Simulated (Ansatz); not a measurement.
## Electronic structure of C2H9NOSi (SMILES C[SiH2]C(N)O) in real space

The calculation's input:

```
crystal:
  periodic: [false, false, false]
  atoms:
    - {symbol: C, position_ang: [-0.522685, 2.054151, 0.611449]}
    - {symbol: Si, position_ang: [0.248042, 0.368360, 0.826185]}
    - {symbol: C, position_ang: [-0.208047, -0.851998, -0.563559]}
    - {symbol: N, position_ang: [0.545370, -2.089907, -0.545236]}
    - {symbol: O, position_ang: [0.020038, -0.171589, -1.783126]}
    - {symbol: H, position_ang: [-1.612959, 1.990019, 0.640666]}
    - {symbol: H, position_ang: [-0.201536, 2.740355, 1.398405]}
    - {symbol: H, position_ang: [-0.232787, 2.471768, -0.354865]}
    - {symbol: H, position_ang: [-0.178289, -0.255207, 2.113690]}
    - {symbol: H, position_ang: [1.737938, 0.452232, 0.835341]}
    - {symbol: H, position_ang: [-1.268772, -1.136345, -0.478910]}
    - {symbol: H, position_ang: [0.112526, -2.791591, 0.038859]}
    - {symbol: H, position_ang: [1.503092, -1.958130, -0.242591]}
    - {symbol: H, position_ang: [0.045068, -0.851220, -2.467606]}
basis:
  gaussian: {orbitals: def2-TZVPP}
hamiltonian: {xc: pbe0, dispersion: d4}
output: {orbitals: {seedname: orbitals}}
```

Command:

```sh
ansatz run in.yaml --threads 4 --pin off --events-out ev --progress --plain --max-ram 10444MiB
```

Geometry: PBE0-D4/def2-TZVP.

Theory: Ansatz 0.2.0, RKS PBE0-D4/def2-TZVPP.

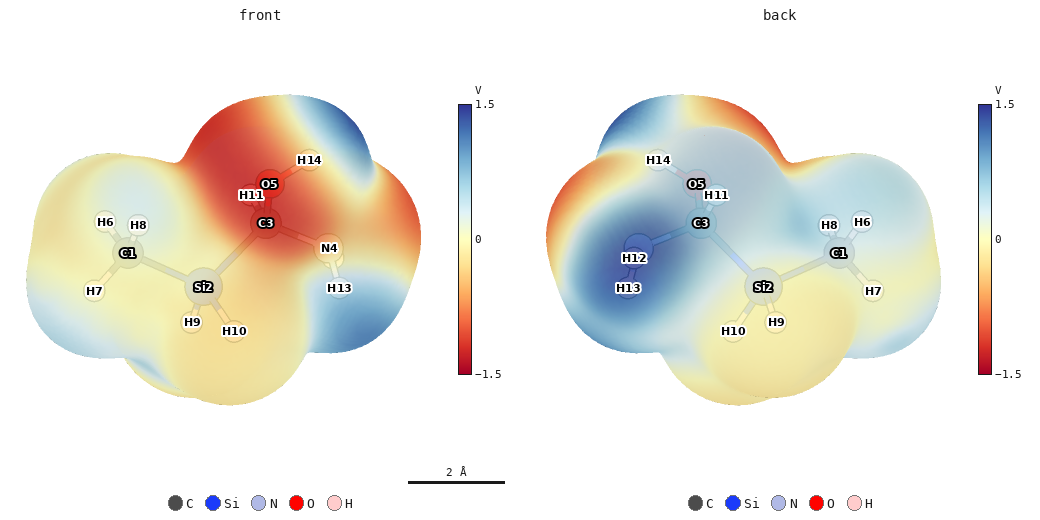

Figure 1. The electrostatic potential painted on the density surface at 0.001 e/bohr³, seen from the front and from behind; the colour scale runs from red (negative) to blue (positive).

> Where is the surface potential most negative and most positive?

The most negative region (about −1.2 V, or −28 kcal/mol for a unit charge) lies over O5, the most positive (about +1.3 V, or +30 kcal/mol for a unit charge) over H12 and H14. O5 is the likeliest acceptor of a hydrogen bond.

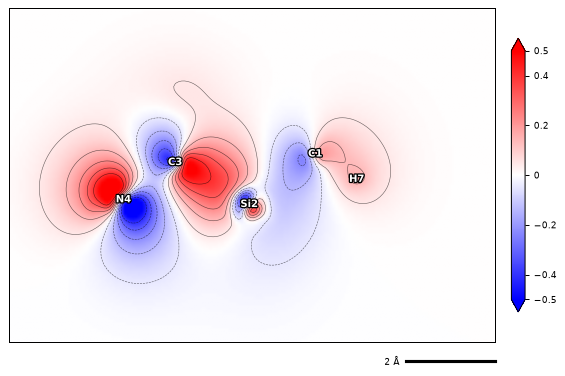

Figure 2. The HOMO on the plane of atoms C1, Si2 and C3 (values in Å⁻³ᐟ²; the overall sign is arbitrary).

> Describe this orbital and give its energy.

By Hirshfeld shares it lies mainly on N4 (about 40 %), C3 (about 15 %), O5 (about 15 %) and Si2 (about 10 %). Its energy is −6.82 eV.

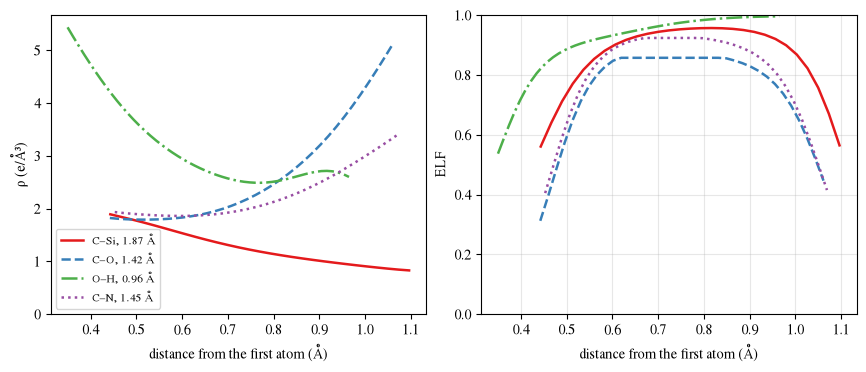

Figure 3. Total electron density and ELF along straight lines between neighbouring atoms. The curves leave out the atomic cores.

> What kind of bonding do the profiles show?

C–Si (1.87 Å): ρ at the midpoint is about 0.97 e/Å³; the ELF peaks at about 0.95 between the atoms; localised, covalent bonding.
C–O (1.42 Å): the density is about 2.1 e/Å³ at the midpoint, with its minimum of 1.8 e/Å³ about 0.5 Å from C; the ELF peaks at about 0.85 between the atoms, as expected for a polar covalent bond.
O–H (0.96 Å): ρ at the midpoint is about 3.8 e/Å³; the ELF climbs to about 1 towards the hydrogen, as it does in any bond to H; an ordinary covalent bond to hydrogen.
C–N (1.45 Å): ρ is about 2 e/Å³ halfway; the ELF peaks at about 0.90 between the atoms: localised, covalent bonding.
